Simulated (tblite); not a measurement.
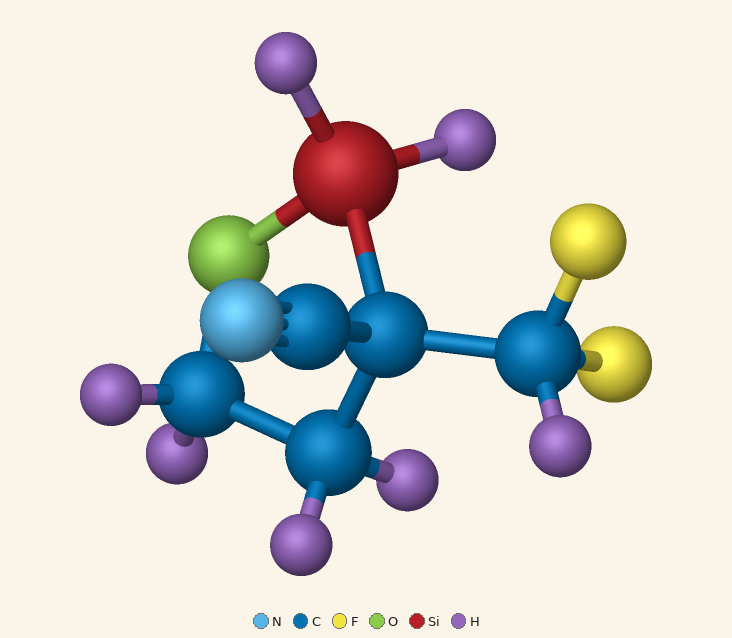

Simulated data, not a measurement (program: tblite).

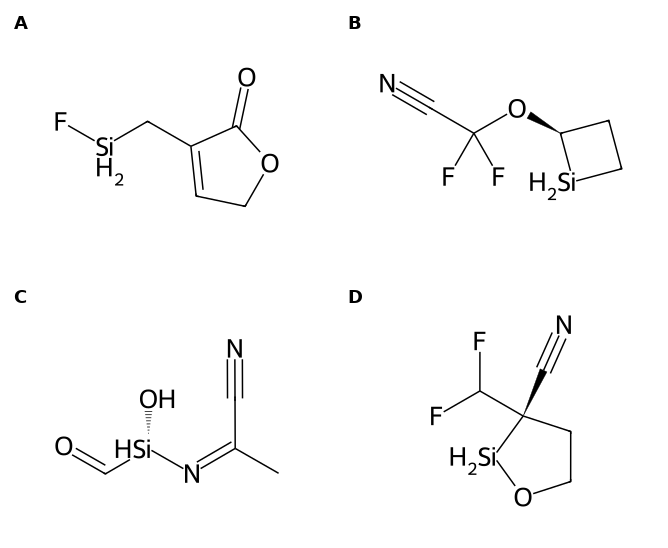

Question: Which structural formula matches the 3D model?

Answer: D, `N#C[C@@]1(C(F)F)CCO[SiH2]1`.
